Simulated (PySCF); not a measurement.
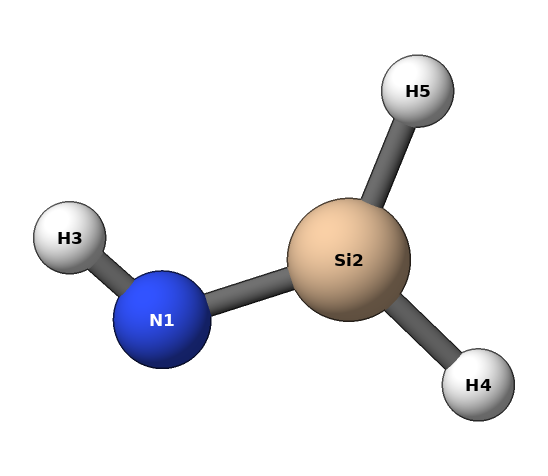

Computed geometry: PBE0-D3(BJ)/def2-SVP optimisation. No frequency run is at hand to confirm it as a minimum. Properties computed with GIAO PBE0/pcSseg-1 NMR shielding, non-relativistic, IEF-PCM methanol (PySCF 2.14.0). Principal shieldings σ11 ≤ σ22 ≤ σ33, span Ω = σ33 − σ11, skew κ = 3(σiso − σ22)/Ω.

Give the shielding tensors of the N atoms.

```csv
atom,σ11,σ22,σ33,σiso,Ω,κ
N1,−331.5,41.6,287.2,−0.9,618.7,−0.21
```

Shieldings and span in ppm.
